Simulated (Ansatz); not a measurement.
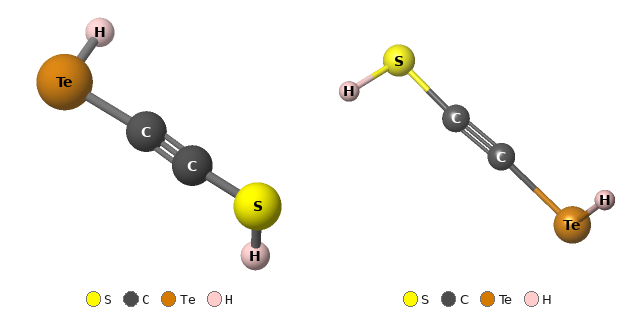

Two views of one molecule.

Computed geometry: PBE0-D4/def2-TZVP optimisation.

What does the picture show?

Formula C₂H₂STe. SMILES: `SC#C[TeH]`. It has no ring. Among its groups: alkyne, thiol. Coordination: 1 S bent; 2 C linear; 1 Te bent.

The parts below concern this one geometry. Atoms keep their numbers from picture to picture.

### Thermal motion

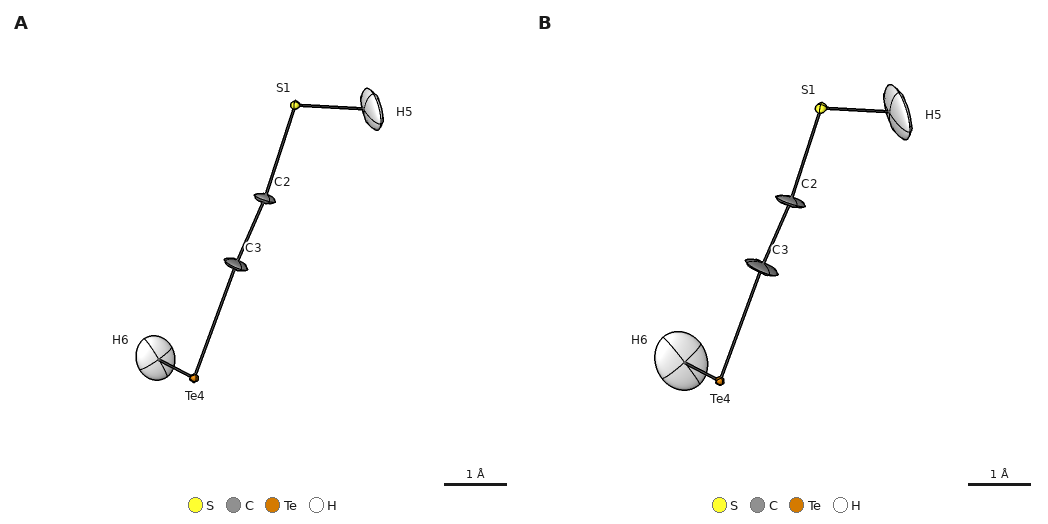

Displacement ellipsoids at the 50 % level, from the internal vibrations of the free molecule (harmonic, no overall translation or rotation; no half-axis is drawn under 0.075 Å). Vibrations computed with RKS PBE0-D4/def2-TZVP, core potentials on Te (Ansatz 0.2.0). One panel is for 298 K, the other for 600 K.

> Which panel is for 600 K?

B.

> How much does the mean-square displacement of C3 grow, and why?

U_eq goes from 0.0166 to 0.0321 Å², a factor of 1.9. Modes below kT (417 cm⁻¹ at 600 K) grow about in proportion to T, and the lowest lies at 107 cm⁻¹; the mean-square amplitude of a mode is its zero-point value times coth(ħω/2kT), which comes close to 1 only above about 3kT.

### Electronic properties

Level of theory: RKS B97M-V/def2-TZVPP, core potentials on Te (Ansatz 0.2.0).

> Give the LUMO energy (Kohn–Sham orbital) at this level.

−1.55 eV.

> Give the HOMO energy (Kohn–Sham orbital) at this level.

−5.62 eV.

### Vibrations

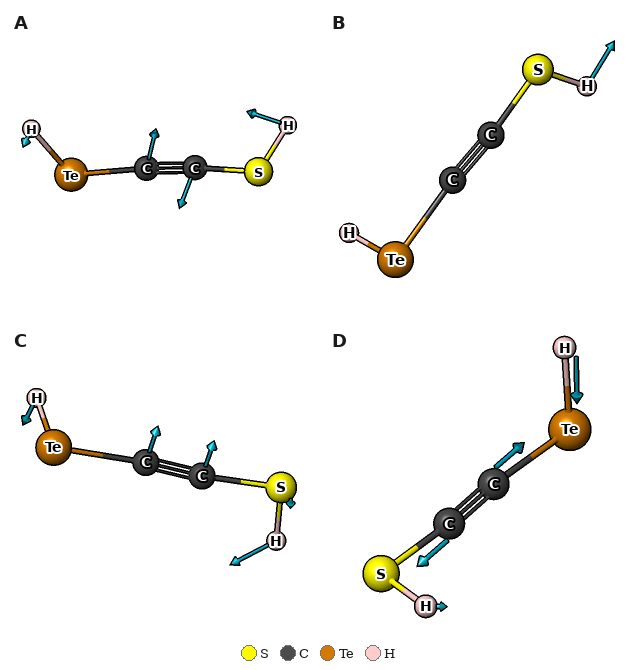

4 normal modes of one molecule or complex, as arrows. Harmonic vibrations computed with RKS PBE0-D4/def2-TZVP, core potentials on Te (Ansatz 0.2.0) at a stationary point of the same level.

> Match the panels to the wavenumbers 131 cm⁻¹, 361 cm⁻¹, 978 cm⁻¹, 2187 cm⁻¹.

A: 361 cm⁻¹
B: 978 cm⁻¹, C–S–H bending
C: 131 cm⁻¹
D: 2187 cm⁻¹
